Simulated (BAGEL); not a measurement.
**RI-MP2/aug-cc-pVDZ (density fitting with qzvpp-jkfit) run of GeHF3 (SMILES [F][GeH]([F])[F])**

Aim: the energy change on altering one bond length of GeHF3 at RI-MP2/aug-cc-pVDZ (density fitting with qzvpp-jkfit), from 2 runs. 

The results are computed with BAGEL 1.2.2.

3 further runs of the same task are left out: 1 that didn't finish, 2 set aside as unsound or not needed.

### Step 1. Starting point

The species is GeHF3 (5 atoms), meant as a singlet with charge 0. SMILES: `[F][GeH]([F])[F]`. The coordinates come from a PBE0-D4/def2-TZVP relaxation.

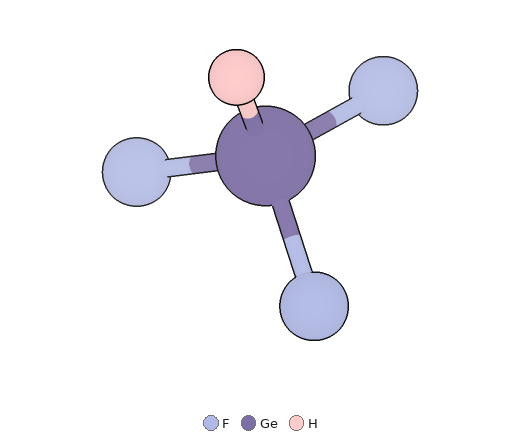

Viewed from a chosen angle; fluorine light blue, germanium purple, hydrogen pink.

### Step 2. The energy at RI-MP2/aug-cc-pVDZ (density fitting with qzvpp-jkfit)

Contents of job.json:

```json
{ "bagel" : [

{
  "title" : "molecule",
  "basis" : "aug-cc-pvdz.json",
  "df_basis" : "qzvpp-jkfit",
  "angstrom" : true,
  "geometry" : [
    { "atom" : "F", "xyz" : [   -0.249800,   -0.734100,    1.483000 ] },
    { "atom" : "Ge", "xyz" : [    0.095600,   -0.008700,   -0.023300 ] },
    { "atom" : "F", "xyz" : [   -0.673100,    1.515700,   -0.011300 ] },
    { "atom" : "F", "xyz" : [   -0.708100,   -0.944000,   -1.204000 ] },
    { "atom" : "H", "xyz" : [    1.585200,    0.097300,   -0.285700 ] }
  ]
},
{
  "title" : "hf"
},
{
  "title" : "mp2",
  "ncore" : 12
}

]}
```

The basis set aug-cc-pVDZ is read from a file made from the Basis Set Exchange's data (not shown).

Run with:

```bash
$ BAGEL_NUM_THREADS=1 BAGEL job.json > job.out
```

Output:

```text
* using 1 threads per process

  ===============================================================
  ===============================================================

  *** Geometry ***

  { "atom" : "F", "xyz" : [     -0.472054,     -1.387248,      2.802464 ] },
  { "atom" : "Ge", "xyz" : [      0.180658,     -0.016441,     -0.044031 ] },
  { "atom" : "F", "xyz" : [     -1.271975,      2.864258,     -0.021354 ] },
  { "atom" : "F", "xyz" : [     -1.338115,     -1.783901,     -2.275230 ] },
  { "atom" : "H", "xyz" : [      2.995594,      0.183870,     -0.539895 ] },

  Number of auxiliary basis functions:      515

  Since a DF basis is specified, we compute 2- and 3-index integrals:
    o Being stored without compression. Storage requirement is 0.054 GB

  Number of basis functions:      114
  Number of electrons      :       60

    * METHOD: MOLECULE                             0.49

  *** RHF ***

  === Nuclear Repulsion ===
   331.3393716094

      * DIIS with orbital gradients will be used.

  === RHF iteration (aug-cc-pvdz.json) ===
      0      -2373.94284386          0.02003193           0.19
      1      -2374.18037772          0.01567109           0.18
      2      -2374.39067868          0.00122887           0.18
      3      -2374.39226746          0.00015970           0.18
      4      -2374.39230517          0.00004236           0.18
      5      -2374.39230897          0.00001283           0.18
      6      -2374.39230925          0.00000295           0.18
      7      -2374.39230926          0.00000027           0.15
      8      -2374.39230926          0.00000012           0.10
      9      -2374.39230926          0.00000004           0.10
     10      -2374.39230926          0.00000001           0.10
    * SCF iteration converged.

    * Permanent dipole moment:
           (   -1.065611,    -0.075607,     0.187418) a.u.

    * METHOD: HF                                   2.11

  *** RHF ***

  === Nuclear Repulsion ===
   331.3393716094

      * DIIS with orbital gradients will be used.

  === RHF iteration (aug-cc-pvdz.json) ===
      0      -2374.39230926          0.00000000           0.18
    * SCF iteration converged.

    * Permanent dipole moment:
           (   -1.065611,    -0.075607,     0.187418) a.u.

  === DF-MP2 calculation ===

    * freezing 12 orbitals
    * 3-index integral transformation done
    * assembly done

      MP2 correlation energy:   -0.7416779692      0.14

      MP2 total energy:       -2375.1339872326

    * METHOD: MP2                                  0.51

  ===============================================================
```

Run time: 3.6 s. Hardware: 1 thread of Intel Xeon 6975P-C (Granite Rapids), shared host; peak memory 0.18 GiB.

### Step 3. The distorted shape, same level

Contents of job.json:

```json
{ "bagel": [

{
  "title": "molecule",
  "basis": "aug-cc-pvdz.json",
  "df_basis": "qzvpp-jkfit",
  "angstrom": "true",
  "geometry": [
    { "atom": "F", "xyz": [      -0.422508,      -1.096816,       2.236183 ] },
    { "atom": "Ge", "xyz": [       0.095600,      -0.008700,      -0.023300 ] },
    { "atom": "F", "xyz": [      -0.673100,       1.515700,      -0.011300 ] },
    { "atom": "F", "xyz": [      -0.708100,      -0.944000,      -1.204000 ] },
    { "atom": "H", "xyz": [       1.585200,       0.097300,      -0.285700 ] }
  ]
},

{ "title": "hf" },

{ "title": "mp2", "ncore": 12 }

]}
```

The basis set aug-cc-pVDZ is read from a file made from the Basis Set Exchange's data (not shown).

Run with:

```bash
$ BAGEL_NUM_THREADS=1 BAGEL job.json > job.out
```

Output:

```text
* using 1 threads per process

  ===============================================================
  ===============================================================

  *** Geometry ***

  { "atom" : "F", "xyz" : [     -0.798424,     -2.072682,      4.225773 ] },
  { "atom" : "Ge", "xyz" : [      0.180658,     -0.016441,     -0.044031 ] },
  { "atom" : "F", "xyz" : [     -1.271975,      2.864258,     -0.021354 ] },
  { "atom" : "F", "xyz" : [     -1.338115,     -1.783901,     -2.275230 ] },
  { "atom" : "H", "xyz" : [      2.995594,      0.183870,     -0.539895 ] },

  Number of auxiliary basis functions:      515

  Since a DF basis is specified, we compute 2- and 3-index integrals:
    o Being stored without compression. Storage requirement is 0.054 GB

  Number of basis functions:      114
  Number of electrons      :       60

    * METHOD: MOLECULE                             0.26

  *** RHF ***

  === Nuclear Repulsion ===
   294.6422544560

      * DIIS with orbital gradients will be used.

  === RHF iteration (aug-cc-pvdz.json) ===
      0      -2373.66890339          0.02204872           0.14
      1      -2373.69612667          0.02620406           0.12
      2      -2374.23817908          0.00329561           0.13
      3      -2374.24640850          0.00146316           0.12
      4      -2374.24910227          0.00031762           0.13
      5      -2374.24926494          0.00009000           0.13
      6      -2374.24928576          0.00003798           0.12
      7      -2374.24929041          0.00000903           0.13
      8      -2374.24929069          0.00000399           0.12
      9      -2374.24929074          0.00000175           0.12
     10      -2374.24929075          0.00000068           0.12
     11      -2374.24929075          0.00000039           0.12
     12      -2374.24929075          0.00000022           0.13
     13      -2374.24929075          0.00000011           0.12
     14      -2374.24929075          0.00000004           0.12
     15      -2374.24929075          0.00000002           0.13
     16      -2374.24929075          0.00000001           0.12
    * SCF iteration converged.

    * Permanent dipole moment:
           (   -1.441042,    -0.822306,     1.738497) a.u.

    * METHOD: HF                                   2.35

  *** RHF ***

  === Nuclear Repulsion ===
   294.6422544560

      * DIIS with orbital gradients will be used.

  === RHF iteration (aug-cc-pvdz.json) ===
      0      -2374.24929075          0.00000001           0.13
    * SCF iteration converged.

    * Permanent dipole moment:
           (   -1.441042,    -0.822305,     1.738497) a.u.

  === DF-MP2 calculation ===

    * freezing 12 orbitals
    * 3-index integral transformation done
    * assembly done

      MP2 correlation energy:   -0.7671591045      0.08

      MP2 total energy:       -2375.0164498566

    * METHOD: MP2                                  0.35

  ===============================================================
```

It took 3.3 s on 1 thread of Intel Xeon 6975P-C (Granite Rapids), shared host; peak memory 0.18 GiB.

### Step 4. Results

At RI-MP2/aug-cc-pVDZ (density fitting with qzvpp-jkfit), 12 core orbitals frozen:

```
                                                          quantity           value
                                         first shape: total energy  -2375.13399 Eh
         first shape: correlation energy (12 core orbitals frozen)      -741.7 mEh
                                     distorted shape: total energy  -2375.01645 Eh
     distorted shape: correlation energy (12 core orbitals frozen)      -767.2 mEh
energy change with the F1–Ge2 bond stretched from 1.707 to 2.561 Å        3.198 eV
```

In words: With the F1–Ge2 bond stretched from 1.707 to 2.561 Å the energy rises by 3.20 eV (74 kcal/mol). The first shape isn't relaxed at this level, so the change isn't measured from a minimum. A restricted reference can't describe the breaking bond well at this length.
